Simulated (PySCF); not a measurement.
**C6H7PS: density, localisation and related maps**

```xyz
15

C     3.3884    0.0599   -0.0151
C     1.9057    0.1126   -0.1258
P     0.8808   -0.6389    0.9682
C    -0.7452   -0.2212    0.3118
C    -1.9195   -0.6287    0.8894
C    -3.0672   -0.1847    0.2055
C    -2.7607    0.5586   -0.8891
S    -1.0692    0.7342   -1.1101
H     3.8192   -0.3895   -0.9114
H     3.6988   -0.5184    0.8523
H     3.7978    1.0681    0.0681
H     1.5130    0.6725   -0.9667
H    -1.9475   -1.2310    1.7804
H    -4.0737   -0.4076    0.5121
H    -3.4251    1.0220   -1.5913
```

Geometry: GFN2-xTB.

The calculation used PBE0/pcSseg-1, SCF density, gas phase, non-relativistic (PySCF 2.14.0).

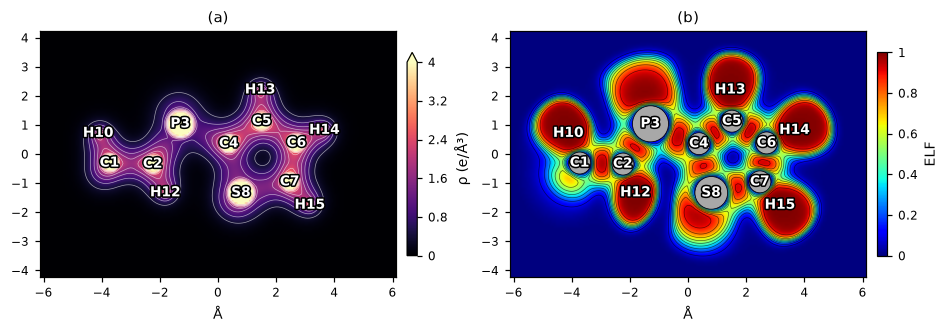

Figure 1. (a) electron density; (b) electron localisation function on the plane of atoms C5, C6 and C7. Grey discs cover the atomic cores in the ELF map.

Read the bonding off the picture.

Answer.
- The plane passes through C, P, S and H nuclei.
- C–C (1.36 Å): the density is about 2.2 e/Å³ at the midpoint; the ELF peaks at about 0.95 between the atoms (localised, covalent bonding).
- C–P (1.68 Å): ρ at the midpoint is about 1.4 e/Å³; the ELF peaks at about 0.90 between the atoms (localised, covalent bonding).
- C–S (1.71 Å): ρ at the midpoint is about 1.5 e/Å³; the ELF peaks at about 0.90 between the atoms, as expected for localised, covalent bonding.
- C–H (1.07 Å): ρ at the midpoint is about 2.1 e/Å³; the ELF climbs to about 1 towards the hydrogen, as it does in any bond to H (an ordinary covalent bond to hydrogen).
- C–C (1.41 Å): ρ at the midpoint is about 2 e/Å³; the ELF peaks at about 0.95 between the atoms: localised, covalent bonding.
- The ELF also peaks beside S8 and P3, away from the bonds: lone-pair regions.

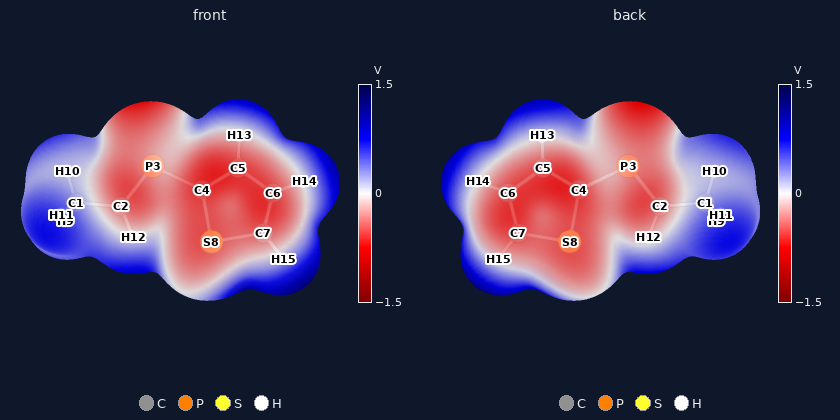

Figure 2. The molecular electrostatic potential painted on the density surface at 0.002 e/bohr³, seen from the front and from behind; red is negative and blue positive.

Describe the electrostatic potential map.

Answer. The most negative region (about −0.7 V) lies over P3, the most positive (about +1.2 V) over H15.
